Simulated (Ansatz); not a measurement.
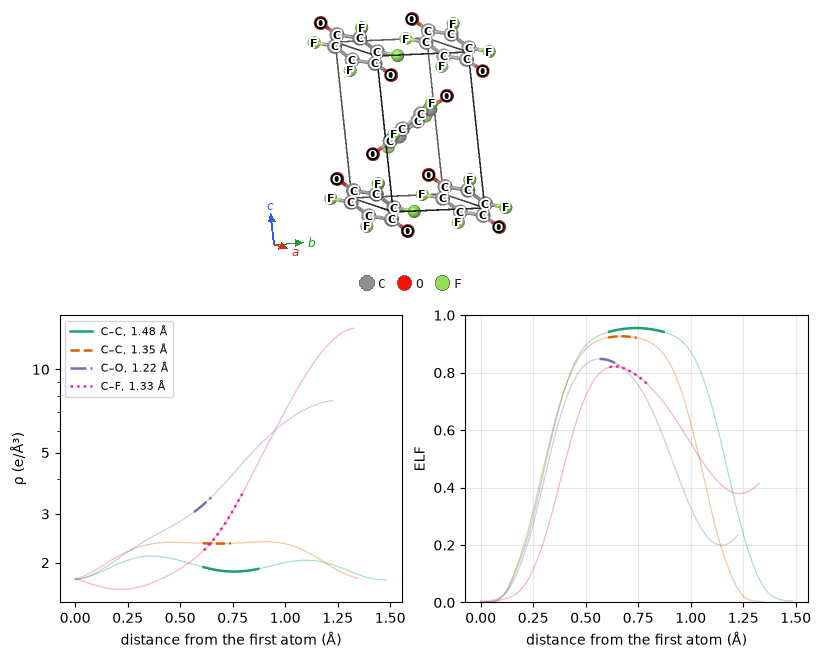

Figure 1: C3OF2. Valence pseudo-density and electron localisation function along straight lines between neighbouring atoms. Thin, pale parts lie inside the atomic spheres. The structure is drawn too.

Space group P2₁/c; changed on purpose from its base cell (volume × 1.03, shape and atoms relaxed).

Computed with DFT PBE+D3(BJ), scalar-relativistic, plane waves, PAW in Ansatz 0.2.0.

Core electrons are frozen (PAW), and the valence fields are smoothed inside the atomic spheres.

Q: What can be read from the curves?

A: C–C (1.48 Å): ρ is about 1.9 e/Å³ halfway; the ELF peaks at about 0.95 between the atoms: localised, covalent bonding.
C–C (1.35 Å): ρ is about 2.3 e/Å³ halfway; the ELF peaks at about 0.95 between the atoms, as expected for localised, covalent bonding.
C–O (1.22 Å): the density is about 3.3 e/Å³ at the midpoint; the ELF peaks at about 0.85 between the atoms (inside overlapping PAW spheres, so only a guide) (a multiple bond).
C–F (1.33 Å): ρ is about 2.4 e/Å³ halfway; the ELF peaks at about 0.80 between the atoms (a shared but strongly polarised pair).
